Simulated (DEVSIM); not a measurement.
Device: Al/La2O3/p-Si capacitor, at 300 K.

```tsv
layer (left to right)	material	thickness (nm)	Na (cm⁻³)
1	La2O3	10.0	-
2	Si	13000	2e15
```

Metal gate on the left, work function 4.1 eV. Fixed charge at the semiconductor interface 0 cm⁻² (in units of +e); no interface traps.

Constants are typed, rounded textbook-type inputs, not results; the design itself was drawn at random and stands for no fabricated device. Values at 300 K.

| parameter | La2O3 | Si |
|---|---|---|
| gap (eV) | 5.8 | 1.124 |
| affinity (eV) | 1.8 | 4.05 |
| permittivity | 27 | 11.7 |
| Nc (cm⁻³) | - | 2.86e19 |
| Nv (cm⁻³) | - | 3.1e19 |

DEVSIM, 1D Poisson equation in equilibrium, Boltzmann statistics, complete ionisation; no quantum confinement or tunnelling. Metal contacts follow the ideal Schottky-Mott rule: no Fermi-level pinning, no interface dipoles.

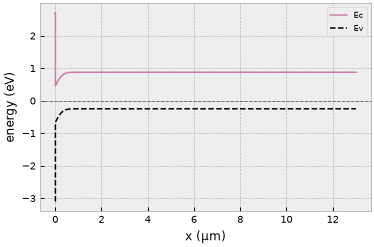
Figure. Band edges at -0.4 V on the gate

Energies count from the Fermi level of the right contact; mesh points crowd at the junctions.

```tsv
x (μm)	Ec (eV)	Ev (eV)	n (cm⁻³)	p (cm⁻³)	field (V/cm)
0.000	2.700	-3.100	< 1e2	< 1e2	6700
0.001543	2.701	-3.099	< 1e2	< 1e2	6700
0.004644	2.703	-3.097	< 1e2	< 1e2	6700
0.008019	2.705	-3.095	< 1e2	< 1e2	6700
0.01017	0.457	-0.667	6.0e11	1.9e8	16000
0.01216	0.460	-0.664	5.3e11	2.2e8	16000
0.01713	0.468	-0.656	4.0e11	2.9e8	15000
0.03691	0.498	-0.626	1.3e11	9.3e8	15000
0.07894	0.557	-0.567	1.3e10	9.2e9	13000
0.1839	0.681	-0.443	1.0e8	1.1e12	10000
0.4460	0.845	-0.279	180000	6.4e14	2700
1.541	0.875	-0.249	58000	2.0e15	≈ 0
3.835	0.875	-0.249	58000	2.0e15	≈ 0
8.533	0.875	-0.249	58000	2.0e15	≈ 0
11.69	0.875	-0.249	58000	2.0e15	≈ 0
12.48	0.875	-0.249	58000	2.0e15	≈ 0
12.80	0.875	-0.249	58000	2.0e15	≈ 0
12.93	0.875	-0.249	58000	2.0e15	≈ 0
12.99	0.875	-0.249	58000	2.0e15	≈ 0
13.00	0.875	-0.249	58000	2.0e15	≈ 0
13.01	0.875	-0.249	58000	2.0e15	≈ 0
13.01	0.875	-0.249	58000	2.0e15	≈ 0
```
